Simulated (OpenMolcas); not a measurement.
# GaNH3 (SMILES [NH2][GaH]): U-r2SCAN/ANO-RCC-VDZP (DKH2)

We compute the energy along one coordinate of GaNH3. 

The results are computed with OpenMolcas 26.06.

### 1 The system as given

The species is GaNH3 (5 atoms), meant as a doublet with charge 0. As SMILES, `[NH2][GaH]`. The shape is that of a PBE0-D4/def2-TZVP optimisation. This is one conformer, not always the lowest.

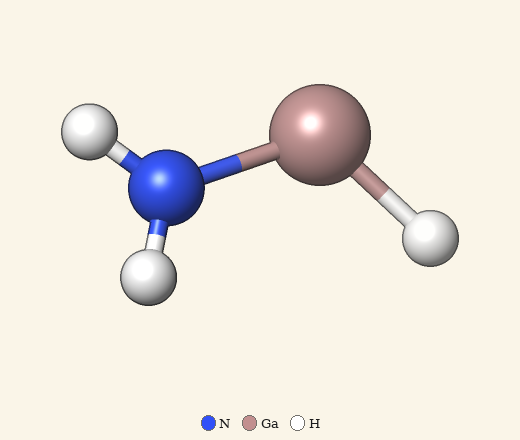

The structure, seen from a chosen angle (nitrogen blue, gallium pink, hydrogen white).

### 2 The energy along one coordinate at U-r2SCAN/ANO-RCC-VDZP (DKH2)

point1.xyz reads:

```xyz
5
R = 0.907
N     -0.285581    -0.685734    -0.004459
Ga     0.741819     0.781166     0.347841
H     -0.946800    -0.701300    -0.625100
H     -0.188881    -1.571034     0.462841
H      0.434519     2.096166    -0.499259
```

run.inp reads:

```
&GATEWAY
  Coord = point1.xyz
  Basis = ANO-RCC-VDZP
  Group = NoSym

&SEWARD

&SCF
  UHF
  Spin = 2
  KSDFT = 2
  1.0 MGGA_X_R2SCAN
  1.0 MGGA_C_R2SCAN
  Iterations = 100
  PrOrbitals = 0
>>> ForEach K in (1, 2, 3, 4, 5, 6, 7, 8, 9)

&GATEWAY
  Coord = $CurrDir/point$K.xyz
  Basis = ANO-RCC-VDZP
  Group = NoSym

&SEWARD

&SCF
  UHF
  Spin = 2
  KSDFT = 2
  1.0 MGGA_X_R2SCAN
  1.0 MGGA_C_R2SCAN
  Iterations = 100
  PrOrbitals = 0
  FileOrb = $Project.UhfOrb
>>> EndDo
```

Launch:

```sh
export MOLCAS_MEM=1860
pymolcas run.inp > run.log
```

The program printed:

```text
--- Start Module: gateway ---
[...]
--- Stop Module: gateway /rc=_RC_ALL_IS_WELL_ ---
[...]
      Basis functions           56
[...]
       Convergence after  13 Iterations
[...]
::    Total KS-DFT energy                           -2000.3298184542
[...]
       Convergence after   2 Iterations
[...]
::    Total KS-DFT energy                           -2000.3298184541
[...]
       Convergence after  10 Iterations
[...]
::    Total KS-DFT energy                           -2000.3413962896
[...]
       Convergence after  15 Iterations
[...]
::    Total KS-DFT energy                           -2000.1896910433
[...]
--- Start Module: seward ---
[...]
--- Stop Module: seward /rc=_RC_ALL_IS_WELL_ ---
[...]
--- Start Module: scf ---
[...]
       Convergence after  16 Iterations
[...]
::    Total KS-DFT energy                           -2000.1848392133
[...]
      Total spin, S                                     0.5530899273
[...]
      Total electronic charge=   41.000000
      Total            charge=   -0.000000
[...]
      Dipole Moment (debye):
      Origin of the operator (angstrom)=    2.0654    0.5485    1.7021
                   X=  2.0229E+00               Y=  1.0272E+00               Z=  1.4834E+00           Total=  2.7107E+00
      Quadrupole Moment (debye*angstrom):
[...]
--- Stop Module: scf /rc=_RC_ALL_IS_WELL_ ---
[...]
```

Wall time 70 s (1 thread of Intel Xeon 6975P-C (Granite Rapids), shared host); peak memory 0.41 GiB.

The scan, from its lowest point:

```csv
H3–N1 (Å),energy (kJ/mol)
0.907,30.4
1.008,0.0
1.109,16.4
1.260,80.7
1.462,186.1
1.714,294.8
2.016,363.4
2.419,398.3
3.024,411.0
```

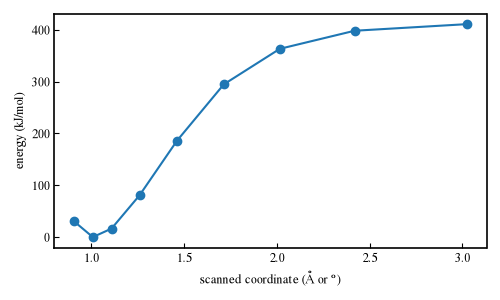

Energy along the scan.

### 3 Outcome

Level: U-r2SCAN/ANO-RCC-VDZP (DKH2).

| quantity | value |
| --- | --- |
| lowest energy of the scan | -2000.34140 Eh |

This program's gradients are faulty for this kind of reference, so any forces in the log can't be trusted; the energy can.
